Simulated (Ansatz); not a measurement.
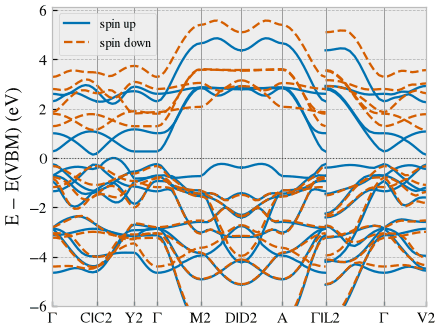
Band structure from the program Ansatz at the r²SCAN+D4 level (PAW)

Problem. Read off the gap and where the band edges lie.

Solution. About 0.1 eV (0.13 eV by a search for the band edges); maximum on the C2–Y2 line, 46 % of the way from C2, minimum at V2.

The material is VBr$_{2}$O in space group Immm (No. 71; V on 2a, Br on 4j, O on 2b).

The first step of the workflow began from a Materials Project structure, measured or hypothetical; the Crystallography Open Database copy checked does not list it. Its standing as an ambient phase is unchecked. The r²SCAN+D4 relaxation kept the symmetry of its start; whether a distortion lowers the energy is not shown. Spin order of the final state: ferromagnetic, the only order run, not a proven ground state. The cell computed holds one magnetic atom, so no antiferromagnetic order was within reach. Other orbital occupations within this spin state were not tried. No Hubbard U is applied. Scalar-relativistic: spin–orbit coupling is off unless named, which matters more the heavier the elements.

Potentials: the later of the program's two PAW sets.
